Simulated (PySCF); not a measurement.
## NMR shielding calculation of C3H11AlS2

- system: C3H11AlS2
- method: GIAO PBE0/pcSseg-1 NMR shielding, non-relativistic, gas phase (PySCF 2.14.0)

The geometry comes from this level: GFN2-xTB, MD frame at 1000 fs, 300 K. It belongs to a series of runs on one base structure; here: MD frame at 1000 fs, 300 K. Figures and captions count atoms from 1; the log counts them from 0 in places.

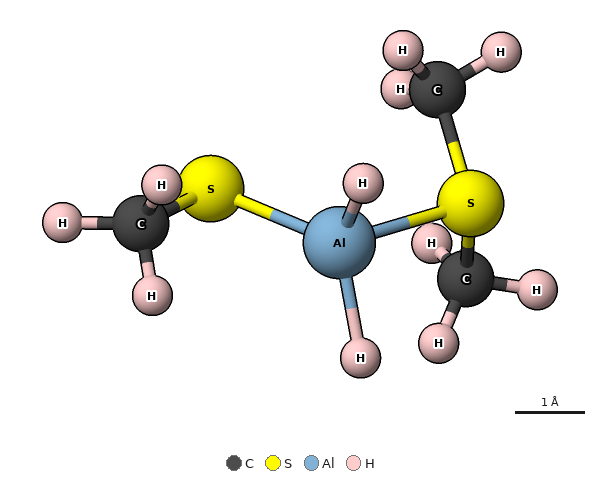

Figure 1. The structure as given in the input (ball-and-stick view, seen at a tilt). Sticks mark near contacts.

Summary:

| quantity | value |
| --- | --- |
| outcome | converged |
| total energy | −1159.151610 hartree |
| HOMO | −5.95 eV |
| LUMO | −0.17 eV |
| dipole moment | 4.75 D |
| isotropic shielding, C | 156.6 to 175.0 ppm |
| isotropic shielding, S | 605.6 to 753.2 ppm |
| isotropic shielding, Al | 423.2 ppm |
| isotropic shielding, H | 26.4 to 31.4 ppm |
| hardware | 1 CPU thread, shared host |
| wall time | 59 s |
| peak memory | 0.88 GiB |

Input:
```
{"job": {"kind": "nmr", "xc": "PBE0", "basis": "pcSseg-1", "pop": false}, "charge": 0, "multiplicity": 1}
C      2.361000     0.714400     1.103800
S      0.820600     0.011500     0.455900
Al    -0.396400     1.414500     1.773100
S     -2.636400     0.907100     1.707800
C     -3.151800     1.461800     0.004500
C     -2.520500    -0.896800     1.636000
H      3.346500     0.451400     0.599500
H      2.448200     0.527900     2.217200
H      2.343600     1.780600     0.967600
H     -0.607900     3.026900     1.259800
H     -0.236700     1.047100     3.261200
H     -4.192300     1.737000     0.121700
H     -3.073500     0.645000    -0.694600
H     -2.598500     2.369300    -0.172800
H     -1.786500    -1.303400     2.279100
H     -3.439500    -1.263700     2.071700
H     -2.415200    -1.277100     0.679200
```

The first line tells a small driver script what to run in PySCF; the rest is the geometry in Å.

Launched with:
```bash
OMP_NUM_THREADS=1 python <driver script> task.json out
```

Log:
```
coarse grid: 14952 points
cycle   1  E = -1159.0768236284  dE =  2.121e-01  |g| = 3.322e-01  |ddm| = 3.546e+00
cycle   2  E = -1159.0848490647  dE = -8.025e-03  |g| = 3.161e-01  |ddm| = 9.075e-01
cycle   3  E = -1159.1111099060  dE = -2.626e-02  |g| = 4.793e-02  |ddm| = 4.676e-01
cycle   4  E = -1159.1117087644  dE = -5.989e-04  |g| = 1.371e-02  |ddm| = 7.573e-02
cycle   5  E = -1159.1117592392  dE = -5.047e-05  |g| = 4.042e-03  |ddm| = 2.031e-02
cycle   6  E = -1159.1117629035  dE = -3.664e-06  |g| = 1.192e-03  |ddm| = 5.849e-03
final grid: 128104 points
cycle   7  E = -1159.1515912795  dE = -2.516e-05  |g| = 8.817e-03  |ddm| = 2.495e-02
cycle   8  E = -1159.1515822628  dE =  9.017e-06  |g| = 1.065e-02  |ddm| = 1.527e-02
cycle   9  E = -1159.1516098525  dE = -2.759e-05  |g| = 4.895e-04  |ddm| = 8.685e-03
cycle  10  E = -1159.1516099191  dE = -6.663e-08  |g| = 1.428e-04  |ddm| = 7.590e-04
cycle  11  E = -1159.1516099242  dE = -5.116e-09  |g| = 4.676e-05  |ddm| = 1.977e-04
cycle  12  E = -1159.1516099248  dE = -5.698e-10  |g| = 1.141e-05  |ddm| = 5.333e-05
```

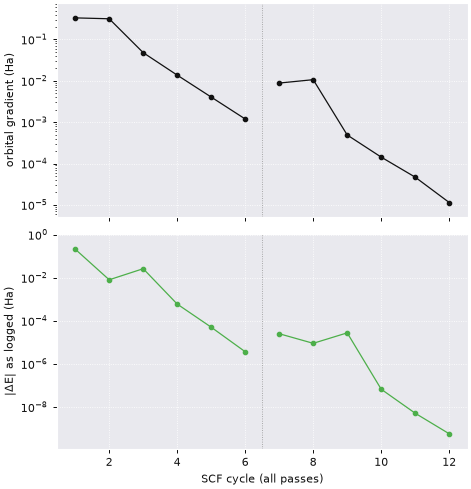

Figure 2. Convergence of the self-consistent field: orbital gradient and size of the energy change against the SCF cycle. The dotted line marks the change from a coarse to the final integration grid. The first 6 cycles use a coarse grid, the final grid takes over at cycle 7, and the field converges after 12 cycles in all.

```
converged SCF energy = -1159.1516099248

GIAO shielding tensors (ppm)
atom      isotropic    diamagn.    paramagn.     s11        s22        s33       span
  0 C      175.038     248.273     -73.234    158.920    171.773    194.422     35.503
  1 S      753.220    1061.152    -307.932    666.716    678.773    914.170    247.455
  2 Al     423.187     796.018    -372.832    384.797    436.883    447.881     63.084
  3 S      605.571    1058.994    -453.423    437.994    644.126    734.594    296.599
  4 C      156.567     248.257     -91.690    125.816    149.539    194.347     68.531
  5 C      170.866     247.330     -76.465    144.148    168.281    200.168     56.021
  6 H       28.679      27.834       0.845     23.585     25.303     37.149     13.564
  7 H       28.817      27.928       0.889     22.588     26.822     37.042     14.455
  8 H       30.115      30.585      -0.471     23.378     28.773     38.192     14.814
  9 H       26.397      28.851      -2.454     22.918     25.529     30.743      7.825
 10 H       27.393      30.102      -2.709     23.605     26.238     32.337      8.733
 11 H       28.861      26.776       2.085     23.118     26.505     36.962     13.844
 12 H       29.633      31.395      -1.762     25.311     27.634     35.954     10.642
 13 H       28.842      30.763      -1.921     23.495     27.793     35.239     11.743
 14 H       29.910      31.383      -1.474     24.170     28.742     36.817     12.648
 15 H       29.420      26.926       2.494     22.840     26.956     38.466     15.627
 16 H       31.386      33.464      -2.078     27.254     28.725     38.180     10.926
```

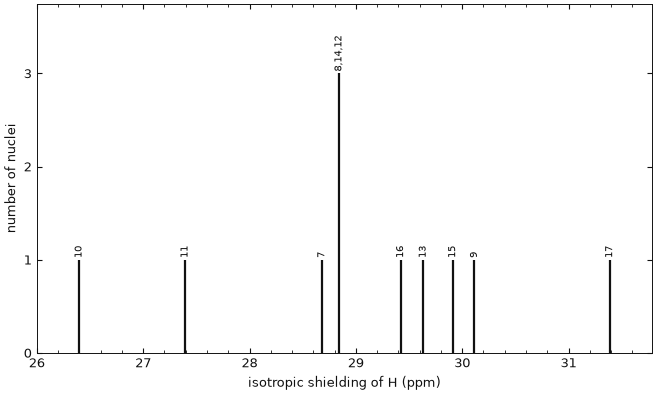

Figure 3. Isotropic shieldings of the hydrogen nuclei in this fixed geometry, labelled by atom number; shielding grows to the right, so chemical shift grows to the left. The least shielded is H10 (26.4 ppm), the most shielded H17 (31.4 ppm).
